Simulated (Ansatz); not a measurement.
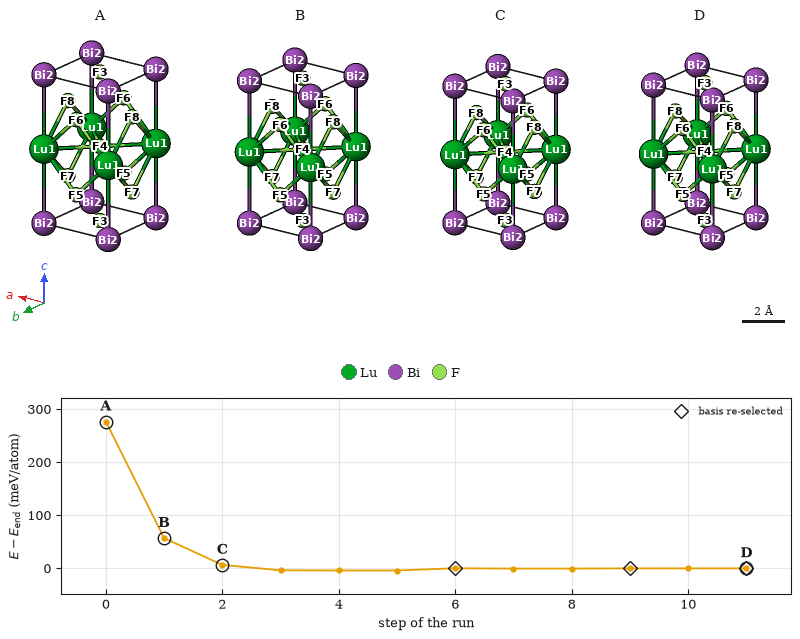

Frames of a relaxation of solid LuBiF6 (built on the TiAlNi6-123 type type), marked on the history of the run. The picture is a ball-and-stick view of the cell of the calculation, seen from a free direction.

The calculation used DFT, PBEsol, plane waves, PAW in Ansatz 0.2.0. Settings: plane-wave cutoff 420 eV; k-point mesh 6 × 6 × 4; occupations fermi dirac; smearing width 0.03 eV; no spin polarisation; cell and atoms relaxed; force threshold 0.01 eV/Å; at most 120 steps.

What happens along the run?

The largest moves relative to the cell, 0.092 Å, are those of F5, F6, F7 and F8. F6 goes along −c. Lu and Bi stay in place. The volume changes by −22.4 %, with a = b 3.835 → 3.509 Å (−8.5 %), c 7.563 → 7.013 Å (−7.3 %). Near-neighbour distances that change, for instance: Lu1–Lu1 3.835 → 3.509 Å, Lu1–F5 2.709 → 2.431 Å, Lu1–Bi2 3.781 → 3.506 Å, Lu1–F4 2.712 → 2.481 Å. Bond angles that change, for instance: Lu1–F7–Lu1 90.1° → 92.4°. The space group stays P4/mmm (No. 123). After 8 accepted moves (11 points after the start) the energy has fallen by 277 meV per atom. The largest force component goes from 0.52 to under 0.0001 eV/Å. Pressure: −21.02 GPa at the start and 0.00 GPa at the end. At 3 points the geometry stayed and the basis and grid were re-selected for the new cell (energy shift of 4.2 meV per atom at most each time). Cost: 23 s on 4 threads of Intel(R) Xeon(R) Platinum 8488C (Sapphire Rapids), with other jobs on the host, peak memory 0.62 GiB. From step 0 to 1: F atoms move most (0.04 Å), volume −13.4 %, energy −220 meV per atom. From step 1 to 2: F atoms move most (0.09 Å), volume −13.5 %, energy −50.5 meV per atom. From step 2 to 11: F atoms move most (0.04 Å), volume +3.6 %, energy −6.5 meV per atom.
